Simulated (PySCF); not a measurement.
**BClF2: molecular dynamics (part 3 of 3)**

Continued. System: BClF2, SMILES FB(F)Cl. Method: APF/cc-pwCVDZ, RKS (PySCF 2.14.0). The geometry comes from this level: PBE0-D4/def2-TZVP.

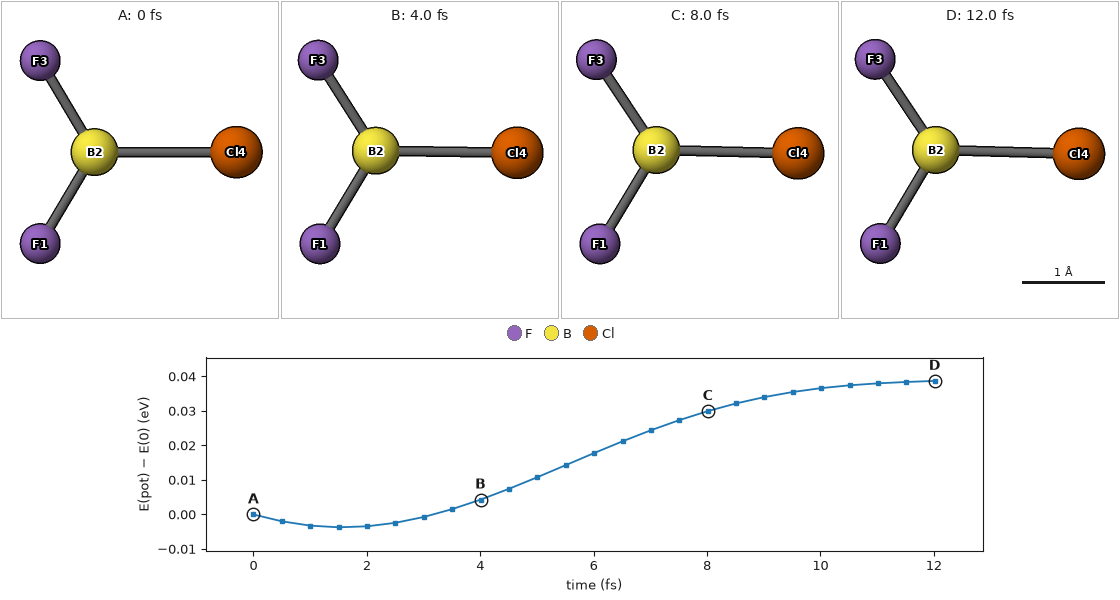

**Figure 1.** Frames of the molecular dynamics (ball-and-stick, seen on its broad side) above the curves, on which the letters mark them. The trajectory kept here has 25 frames over 12.017 fs. The potential energy ends 0.039 eV above its first value. After an unweighted best fit of the last frame on the first, the root-mean-square displacement is 0.04 Å.

The run was set up as follows.

Input file (job.py)
```python
import numpy
from pyscf import gto, scf, dft
from pyscf import md
from rdkit import Chem

rd = Chem.MolFromMolFile('mol.sdf', removeHs=False, sanitize=False)
xyz = rd.GetConformer().GetPositions()
geom = [(a.GetSymbol(), tuple(x)) for a, x in zip(rd.GetAtoms(), xyz)]
for s, x in geom:
    print('%-2s %12.6f %12.6f %12.6f' % (s, *x))

mol = gto.M(
    atom=geom,
    spin=0,
    max_memory=1860,
    basis='cc-pwcvdz',
    verbose=3,
    charge=0,
)

myscf = dft.RKS(mol)
myscf.xc = 'apf'
myscf.DIIS = scf.ADIIS
veloc = md.distributions.MaxwellBoltzmannVelocity(mol, T=200, rng=numpy.random.default_rng(37))
frames = []
dyn = md.integrators.NVTBerendson(myscf.nuc_grad_method().as_scanner(), dt=20.7, steps=25, veloc=veloc, T=200, taut=500, incore_anyway=True, frames=frames)
dyn.run()
print('time (au)  E_pot  E_kin  E_tot')
for f in frames:
    print('%8.1f %15.8f %12.8f %15.8f' % (f.time, f.epot, f.ekin, f.etot))
```

File mol.sdf
```

     RDKit          3D

  4  3  0  0  0  0  0  0  0  0999 V2000
   -0.1737   -1.2543   -0.5463 F   0  0  0  0  0  0  0  0  0  0  0  0
   -0.0671   -0.0413   -0.0620 B   0  0  0  0  0  0  0  0  0  0  0  0
   -1.0116    0.8301   -0.3177 F   0  0  0  0  0  0  0  0  0  0  0  0
    1.3079    0.4053    0.9057 Cl  0  0  0  0  0  0  0  0  0  0  0  0
  2  1  1  0
  3  2  1  0
  4  2  1  0
M  END
$$$$
```

Run as:
```bash
OMP_NUM_THREADS=1 python job.py
```

Results in brief

- outcome: finished
- trajectory: 25 frames kept, 12.017 fs
- basis functions (step not recorded): 81
- hardware: 1 thread of Arm Neoverse V2, 24 GiB of memory available, shared host
- wall time: 2.8 min
- peak memory: 0.77 GiB

Settings chosen away from the usual ones: tied set to false; solver set to ADIIS (from DIIS). So short a trajectory is not equilibrated.
